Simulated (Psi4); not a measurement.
**triplet MoCl2O2: levels of theory compared**

Wanted: a comparison of 3 runs (UHF/STO-3G, UB3LYP/def2-SVP, UBHLYP/def2-SVP) of triplet MoCl2O2. 

The results are computed with Psi4 1.11.

23 further runs of the same task are left out: 23 that didn't finish.

### 1 Starting point

The species is MoCl2O2 (5 atoms), meant as a triplet with charge 0. As SMILES of the parent species, `O=[Mo](=O)(Cl)Cl`. The shape is that of a PBE0-D4/def2-TZVP optimisation. That shape belongs to the parent species and isn't relaxed for this state.

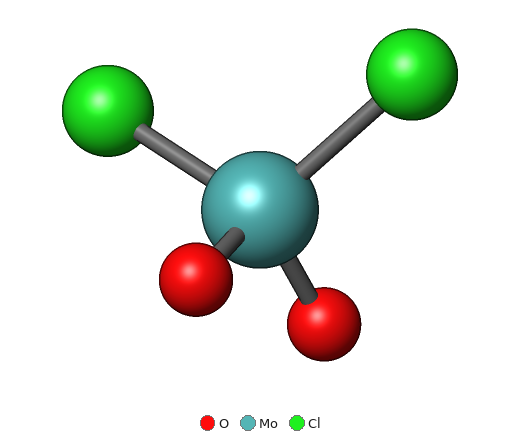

Viewed from a chosen angle; oxygen red, molybdenum teal, chlorine green.

### 2 Energy and forces at UHF/STO-3G (run 1)

input.json

```json
{
 "schema_name": "qcschema_input",
 "schema_version": 1,
 "molecule": {
  "schema_name": "qcschema_molecule",
  "schema_version": 2,
  "symbols": ["O", "Mo", "O", "Cl", "Cl"],
  "geometry": [0.30384906, -0.36624782, 3.23205528, 0.12734864, -0.11648272, 0.10436957, 2.31875065, -2.03041623, -1.0833233, -3.70422225, -1.36169885, -1.20451143, 0.9542928, 3.87484562, -1.04859013],
  "molecular_charge": 0,
  "molecular_multiplicity": 3,
  "fix_symmetry": "c1",
  "fix_com": true,
  "fix_orientation": true
 },
 "driver": "gradient",
 "model": {
  "method": "hf",
  "basis": "STO-3G"
 },
 "keywords": {
  "reference": "uhf",
  "puream": true,
  "e_convergence": 1e-09,
  "d_convergence": 1e-08,
  "scf_type": "pk",
  "maxiter": 100,
  "scf_properties": ["WIBERG_LOWDIN_INDICES", "MAYER_INDICES", "QUADRUPOLE"]
 }
}
```

Run with:

```
psi4 --qcschema input.json -n 1 --memory 2200MB
```

stdout:

```text
[...]
  Running in c1 symmetry.
[...]
  Nuclear repulsion =  694.603326650618328
[...]
  Multiplicity = 3
[...]
  Nalpha       = 47
  Nbeta        = 45
[...]
    Number of basis functions: 55
[...]
   @UHF iter   1: -4992.80038659672209   -2.40912e+00   8.51257e-03 ADIIS/DIIS
[...]
   @UHF iter  21: -4993.00997949278917   -3.63798e-12   6.33355e-09 DIIS
[...]
   @S^2 Observed:                2.242807692E+00
[...]
  @UHF Final Energy: -4993.00997949278917
   => Energetics <=
    Nuclear Repulsion Energy =            694.6033266506183281
    One-Electron Energy =               -8292.9482825893537665
    Two-Electron Energy =                2605.3349764459462676
    Total Energy =                      -4993.0099794927891708
  UHF NO Occupations:
  HONO-2 :   45  A 1.8874327
  HONO-1 :   46  A 1.0000000
[...]
  -Total Gradient:
     Atom            X                  Y                   Z
    ------   -----------------  -----------------  -----------------
       1        0.005169117590    -0.002656858723    -0.065254086143
       2        0.024797242229    -0.022644385769     0.020309488822
       3       -0.041766137785     0.036107302715     0.035267564654
       4        0.013206413633     0.002819254742     0.005079250959
       5       -0.001406635635    -0.013625312988     0.004597781738
[...]
```

The result, in JSON:

```text
{
 "driver": "gradient",
 "model": {
  "method": "hf",
  "basis": "STO-3G"
 },
 "success": true,
 "return_result": [0.005169117589539647, -0.0026568587227806736, -0.06525408614255673, 0.024797242228782823, -0.022644385768734454, 0.020309488821754762, -0.04176613778505217, 0.036107302715319756, 0.03526756465387762, 0.01320641363296296, 0.002819254741535278, 0.005079250958944424, -0.0014066356352904832, -0.013625312987647992, 0.004597781737856577],
 "properties": {
  "calcinfo_nbasis": 55,
  "calcinfo_nmo": 55,
  "calcinfo_nalpha": 47,
  "calcinfo_nbeta": 45,
  "calcinfo_natom": 5,
  "nuclear_repulsion_energy": 694.6033266506183,
  "return_energy": -4993.009979492789,
  "return_gradient": [0.005169117589539647, -0.0026568587227806736, -0.06525408614255673, 0.024797242228782823, -0.022644385768734454, 0.020309488821754762, -0.04176613778505217, 0.036107302715319756, 0.03526756465387762, 0.01320641363296296, 0.002819254741535278, 0.005079250958944424, -0.0014066356352904832, -0.013625312987647992, 0.004597781737856577],
  "scf_one_electron_energy": -8292.948282589354,
  "scf_two_electron_energy": 2605.3349764459463,
  "scf_dipole_moment": [0.8478688297279362, -0.7749291782276266, 0.6946954671291721],
  "scf_total_energy": -4993.009979492789,
  "scf_total_gradient": [0.005169117589539647, -0.0026568587227806736, -0.06525408614255673, 0.024797242228782823, -0.022644385768734454, 0.020309488821754762, -0.04176613778505217, 0.036107302715319756, 0.03526756465387762, 0.01320641363296296, 0.002819254741535278, 0.005079250958944424, -0.0014066356352904832, -0.013625312987647992, 0.004597781737856577],
  "scf_iterations": 21
 }
}
```

It took 12 s on 1 thread of Intel Xeon at 2.50GHz (Skylake/Cascade Lake), shared host; peak memory 0.2 GiB.

### 3 Energy and forces at UB3LYP/def2-SVP (core potential) (run 2)

Edit input.json of step 2 so:

```diff
@@ -16,7 +16,7 @@
  "model": {
-  "method": "hf",
-  "basis": "STO-3G"
+  "method": "b3lyp",
+  "basis": "def2-SVP"
  },
  "keywords": {
-  "reference": "uhf",
+  "reference": "uks",
   "puream": true,
@@ -25,4 +25,6 @@
   "scf_type": "pk",
+  "dft_radial_points": 99,
+  "dft_spherical_points": 590,
   "maxiter": 100,
-  "scf_properties": ["WIBERG_LOWDIN_INDICES", "MAYER_INDICES", "QUADRUPOLE"]
+  "scf_properties": ["MULLIKEN_CHARGES", "QUADRUPOLE", "WIBERG_LOWDIN_INDICES"]
  }
```

Run with:

```
psi4 --qcschema input.json -n 1 --memory 2200MB
```

stdout:

```text
[...]
    !!!  WARNING: ECP capability is in beta. Please check occupations closely.  !!!
[...]
  Running in c1 symmetry.
[...]
  Nuclear repulsion =  327.309723767329160
[...]
  Multiplicity = 3
[...]
  Nalpha       = 33
  Nbeta        = 31
[...]
    Number of basis functions: 95
[...]
   @UKS iter   1: -1137.79684989547263    3.09496e-01   1.50241e-02 DIIS/ADIIS
[...]
   @UKS iter  33: -1138.73839352772461   -1.27329e-11   7.80538e-09 DIIS
[...]
   @S^2 Observed:                2.019940106E+00
[...]
  @UKS Final Energy: -1138.73839352772461
   => Energetics <=
    Nuclear Repulsion Energy =            327.3097237673291602
    One-Electron Energy =               -2244.9084557632163524
    Two-Electron Energy =                 844.7025954637874747
    DFT Exchange-Correlation Energy =     -65.8422569956249646
    Empirical Dispersion Energy =           0.0000000000000000
    VV10 Nonlocal Energy =                  0.0000000000000000
    Total Energy =                      -1138.7383935277246110
[...]
  -Total Gradient:
     Atom            X                  Y                   Z
    ------   -----------------  -----------------  -----------------
       1        0.000815531427     0.002413871520    -0.105687197429
       2        0.049632102513    -0.045358737098     0.040665737939
       3       -0.071020742161     0.061743674522     0.048165967344
       4        0.022617826924     0.004414856400     0.008858030041
       5       -0.001998756430    -0.023255171022     0.008034913423
[...]
```

The result, in JSON:

```text
{
 "driver": "gradient",
 "model": {
  "method": "b3lyp",
  "basis": "def2-SVP"
 },
 "success": true,
 "return_result": [0.000815531427471098, 0.002413871520072927, -0.10568719742867358, 0.049632102513319565, -0.045358737098085466, 0.04066573793902774, -0.07102074216085288, 0.06174367452183441, 0.04816596734366514, 0.02261782692363301, 0.004414856399940083, 0.008858030040785225, -0.0019987564302440287, -0.02325517102187899, 0.00803491342270543],
 "properties": {
  "calcinfo_nbasis": 95,
  "calcinfo_nmo": 95,
  "calcinfo_nalpha": 33,
  "calcinfo_nbeta": 31,
  "calcinfo_natom": 5,
  "nuclear_repulsion_energy": 327.30972376732916,
  "return_energy": -1138.7383935277246,
  "return_gradient": [0.000815531427471098, 0.002413871520072927, -0.10568719742867358, 0.049632102513319565, -0.045358737098085466, 0.04066573793902774, -0.07102074216085288, 0.06174367452183441, 0.04816596734366514, 0.02261782692363301, 0.004414856399940083, 0.008858030040785225, -0.0019987564302440287, -0.02325517102187899, 0.00803491342270543],
  "scf_one_electron_energy": -2244.9084557632164,
  "scf_two_electron_energy": 844.7025954637875,
  "scf_xc_energy": -65.84225699562496,
  "scf_dipole_moment": [0.08755045187517752, -0.07996710056746892, 0.07170192883059912],
  "scf_total_energy": -1138.7383935277246,
  "scf_total_gradient": [0.000815531427471098, 0.002413871520072927, -0.10568719742867358, 0.049632102513319565, -0.045358737098085466, 0.04066573793902774, -0.07102074216085288, 0.06174367452183441, 0.04816596734366514, 0.02261782692363301, 0.004414856399940083, 0.008858030040785225, -0.0019987564302440287, -0.02325517102187899, 0.00803491342270543],
  "scf_iterations": 33
 }
}
```

Wall time 92 s (1 thread of Intel Xeon at 2.50GHz (Skylake/Cascade Lake), shared host); peak memory 0.94 GiB.

### 4 The energy at UBHLYP/def2-SVP (core potential) (run 3)

cl2moo2.xyz

```xyz
5
Cl2MoO2
O      0.160790    -0.193810     1.710330
Mo     0.067390    -0.061640     0.055230
O      1.227030    -1.074450    -0.573270
Cl    -1.960190    -0.720580    -0.637400
Cl     0.504990     2.050480    -0.554890
```

job.py

```python
import psi4

psi4.set_memory(2200000000)
psi4.set_num_threads(1)
psi4.set_output_file('cl2moo2.out', False)

with open('cl2moo2.xyz') as f:
    atoms = ''.join(f.readlines()[2:])
m = psi4.geometry('0 3\n' + atoms + 'symmetry c1\nno_reorient\nno_com')

psi4.set_options({
    'basis': 'def2-SVP',
    'reference': 'uks',
    'puream': True,
    'e_convergence': 1e-09,
    'd_convergence': 1e-08,
    'scf_type': 'pk',
    'dft_radial_points': 99,
    'dft_spherical_points': 590,
    'maxiter': 100,
})

energy_value, wavefunction = psi4.energy('bhhlyp', return_wfn=True)
psi4.oeprop(wavefunction, 'MULLIKEN_CHARGES', 'LOWDIN_CHARGES', 'DIPOLE', title='BHHLYP')
print('E =', round(energy_value, 9))
for k, v in sorted(psi4.core.scalar_variables().items()):
    print(f'{k:45s} {v:18.10f}')
```

Run with:

```
python job.py
```

cl2moo2.out:

```text
[...]
    !!!  WARNING: ECP capability is in beta. Please check occupations closely.  !!!
[...]
  Running in c1 symmetry.
[...]
  Nuclear repulsion =  327.309723448332477
[...]
  Multiplicity = 3
[...]
  Nalpha       = 33
  Nbeta        = 31
[...]
    Number of basis functions: 95
[...]
   @UKS iter   1: -1137.62627909649950    1.29134e-01   1.34318e-02 DIIS/ADIIS
[...]
   @UKS iter  40: -1138.47161695002524   -1.77351e-11   7.41672e-09 DIIS
[...]
   @S^2 Observed:                2.060628489E+00
[...]
  @UKS Final Energy: -1138.47161695002524
   => Energetics <=
    Nuclear Repulsion Energy =            327.3097234483324769
    One-Electron Energy =               -2244.5144358291272511
    Two-Electron Energy =                 820.7202077482592131
    DFT Exchange-Correlation Energy =     -41.9871123174896752
    Empirical Dispersion Energy =           0.0000000000000000
    VV10 Nonlocal Energy =                  0.0000000000000000
    Total Energy =                      -1138.4716169500250089
[...]
 Multipole Moments:
 ------------------------------------------------------------------------------------
     Multipole            Electronic (a.u.)      Nuclear  (a.u.)        Total (a.u.)
 ------------------------------------------------------------------------------------
 L = 1.  Multiply by 2.5417464519 to convert [e a0] to [Debye]
 Dipole X            :         24.1444714          -23.9851221            0.1593493
 Dipole Y            :        -22.0650556           21.9194247           -0.1456309
 Dipole Z            :         19.7822358          -19.6516966            0.1305392
 Magnitude           :                                                    0.2522717
[...]
```

The script printed:

```text
E = -1138.47161695
CURRENT ENERGY                                  -1138.4716169500
CURRENT REFERENCE ENERGY                        -1138.4716169500
DD SOLVATION ENERGY                                 0.0000000000
DFT FUNCTIONAL TOTAL ENERGY                     -1138.4716169500
DFT TOTAL ENERGY                                -1138.4716169500
DFT VV10 ENERGY                                     0.0000000000
DFT XC ENERGY                                     -41.9871123175
GRID ELECTRONS ALPHA                               32.9999985852
GRID ELECTRONS BETA                                30.9999993832
GRID ELECTRONS TOTAL                               63.9999979684
NUCLEAR REPULSION ENERGY                          327.3097234483
ONE-ELECTRON ENERGY                             -2244.5144358291
PCM POLARIZATION ENERGY                             0.0000000000
PE ENERGY                                           0.0000000000
SCF ITERATION ENERGY                            -1138.4716169500
SCF ITERATIONS                                     40.0000000000
SCF TOTAL ENERGY                                -1138.4716169500
TWO-ELECTRON ENERGY                               820.7202077483
XC GRID RADIAL POINTS                              99.0000000000
XC GRID SPHERICAL POINTS                          590.0000000000
XC GRID TOTAL POINTS                           279733.0000000000
```

Wall time 78 s (1 thread of Intel Xeon at 2.50GHz (Skylake/Cascade Lake), shared host); peak memory 0.94 GiB.

### 5 All runs side by side

| run | level | core potential | integration grid | energy (Eh) | dipole moment (D) | HOMO energy (eV) | LUMO energy (eV) | wall time |
| --- | --- | --- | --- | --- | --- | --- | --- | --- |
| 1 | UHF/STO-3G | none | – | -4993.009979 | 3.41 | -7.43 | 3.00 | 12 s |
| 2 | UB3LYP/def2-SVP (core potential) | def2 | 99 radial × 590 angular | -1138.738394 | 0.35 | -5.72 | – | 92 s |
| 3 | UBHLYP/def2-SVP (core potential) | def2 | 99 radial × 590 angular | -1138.471617 | 0.64 | -7.78 | -5.85 | 78 s |

### 6 What came out

| quantity | value |
| --- | --- |
| run 3: total energy | -1138.47162 Eh |
| run 3: dipole moment | 0.64 D |
| run 3: HOMO energy (highest over α and β) | -7.78 eV |
| run 3: LUMO energy (lowest over α and β) | -5.85 eV |
| run 3: ⟨S²⟩ | 2.061 |

In words: The dipole moment (its size) runs from 0.35 D (UB3LYP/def2-SVP) to 3.41 D (UHF/STO-3G). The two ends differ in method and basis and core potential. Totals of different functionals can't be ranked against each other. Some runs of one species differ in core potentials or relativity; totals across that change don't compare. In run 1 the basis is minimal, so the values are rough. In run 1 relativity is left out where basis or elements ask for it. Spin contamination of the reference: run 1 ⟨S²⟩ = 2.24. All runs together took 3 min, the longest 92 s.
